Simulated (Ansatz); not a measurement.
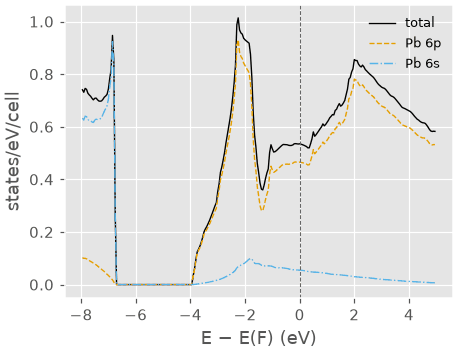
*Total and projected density of states of Pb (fcc (Cu type), Fm-3m), DFT-PBE in the program Ansatz with PAW potentials*

### Question
Which orbitals carry the states next to the Fermi level?

### Answer
Within 0.5 eV of the Fermi level: Pb 6p 87 %, Pb 6s 10 %. Projections are on Löwdin-orthogonalised atomic valence shells; empty p or d shells of many metals are not among them.

### Question
Where is the tallest occupied peak in this window, and what makes it?

### Answer
Near -2.2 eV, about 1.0 states/eV per cell; the largest projected share is Pb 6p.

The cell was relaxed with PBE under the symmetry of its start. Scalar-relativistic: spin–orbit coupling is off unless named, which matters more the heavier the elements.

Potentials: the earlier of the program's two PAW sets.
